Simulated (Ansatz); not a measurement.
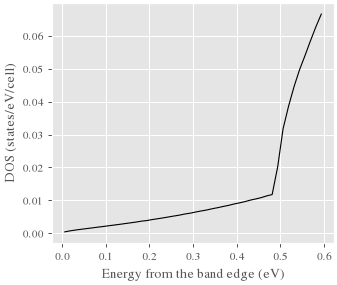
Figure: Density of states of SnC (F-43m) above the conduction band minimum, PBE with spin-orbit coupling, rigid bands (Ansatz, a first-principles code); cell volume 31.9 Å³.

Problem. What effective density of states at 300 K does this give (∫ g(E) exp(−E/k_BT) dE, both spins, divided by the cell's size)?

Solution. 6.8e17 cm⁻³, a density-of-states mass of 0.090 mₑ, valleys and band degeneracy included.

Geometry: cell and atoms relaxed with PBEsol.

Computed structure with no diffraction record at hand here (it may be known, metastable or hypothetical): SnC (F-43m).
